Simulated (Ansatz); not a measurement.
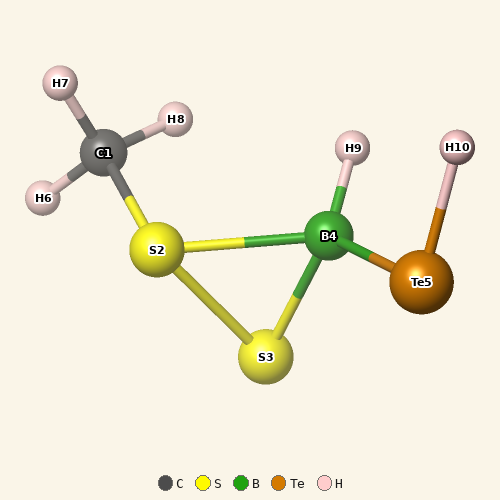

The system is CH5BS2Te; the picture shows the reference structure. Coordinates scanned: (1) dihedral S2–B4–Te5–H10; (2) dihedral H6–C1–S2–B4. Nothing is relaxed (all other coordinates rigid). Grid: 18 × 17 points. Energies are in kcal/mol, from the relaxed molecule at the same level. The calculation used RKS PBE-D4/def2-SVP in Ansatz.

Its coordinates:

```yaml
atoms:
  - { symbol: C, position_ang: [0.9409, -0.0704, 1.6393] }
  - { symbol: S, position_ang: [1.1804, 0.0443, -0.1698] }
  - { symbol: S, position_ang: [0.4506, -1.7954, -0.8749] }
  - { symbol: B, position_ang: [-0.6636, -0.2647, -0.9818] }
  - { symbol: Te, position_ang: [-0.9938, 0.5699, -3.0004] }
  - { symbol: H, position_ang: [1.6841, -0.7719, 2.0618] }
  - { symbol: H, position_ang: [1.1059, 0.9480, 2.0454] }
  - { symbol: H, position_ang: [-0.0905, -0.4083, 1.8505] }
  - { symbol: H, position_ang: [-1.5003, -0.0783, -0.1196] }
  - { symbol: H, position_ang: [-2.0308, 1.7756, -2.4475] }
```

Range: dihedral S2–B4–Te5–H10 from −180 to 160°; dihedral H6–C1–S2–B4 from 39.0 to 219.0°.

What landscape does the calculation give?

The lowest grid point is at dihedral S2–B4–Te5–H10 = −100°, dihedral H6–C1–S2–B4 = 129.0°, 0.14 kcal/mol from the relaxed molecule at the same level. The bottom of the well lies between grid points, at about dihedral S2–B4–Te5–H10 = −110°, dihedral H6–C1–S2–B4 = 129°, about 0.14 kcal/mol lower on the interpolated surface. The energy also falls towards the edge at dihedral S2–B4–Te5–H10 = −100°, dihedral H6–C1–S2–B4 = 39.0° (0.9 kcal/mol above the lowest) and dihedral S2–B4–Te5–H10 = −100°, dihedral H6–C1–S2–B4 = 219.0° (1.1 kcal/mol above the lowest), where a further well may lie outside the range. A higher local minimum lies near dihedral S2–B4–Te5–H10 = 60°, dihedral H6–C1–S2–B4 = 129.0° (0.36 kcal/mol above the lowest at that grid point). The highest grid point, dihedral S2–B4–Te5–H10 = −20°, dihedral H6–C1–S2–B4 = 196.5°, lies 7.5 kcal/mol above the lowest. On the interpolated surface the easiest way out of the lowest well to the well at dihedral S2–B4–Te5–H10 = 60°, dihedral H6–C1–S2–B4 = 129.0° passes a barrier of about 5.8 kcal/mol.

```tsv
dihedral H6–C1–S2–B4 ↓, dihedral S2–B4–Te5–H10 →	−180	−140	−100	−60	−20	20	60	100	140
219.0	6.2	2.5	1.2	4.6	7.1	3.9	1.5	3.4	6.4
196.5	6.7	3.1	1.8	5.2	7.6	4.4	2.2	4.1	7.0
174.0	6.4	2.8	1.5	4.9	7.3	4.1	1.9	3.8	6.7
151.5	5.5	1.9	0.6	4.0	6.4	3.2	1.0	2.9	5.8
129.0	5.1	1.5	0.1	3.6	6.0	2.8	0.5	2.4	5.3
106.5	5.6	2.0	0.7	4.1	6.6	3.3	1.0	2.9	5.9
84.0	6.4	2.9	1.5	4.9	7.3	4.2	1.9	3.8	6.7
61.5	6.5	3.0	1.7	5.0	7.4	4.2	2.0	3.9	6.8
39.0	5.8	2.3	1.0	4.4	6.7	3.6	1.4	3.2	6.1
```

The table holds every second grid line.

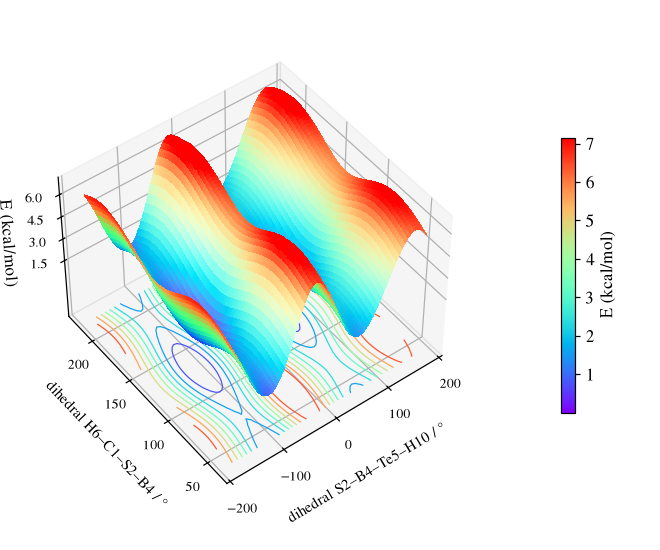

The picture shows a relief with its contours projected below, any walls above the top of the colour scale cut off. Between grid points the surface is interpolated.

Time for the 306 points that were run: 17 min on 1 thread of Intel(R) Xeon(R) Platinum 8488C (Sapphire Rapids), on a shared host.
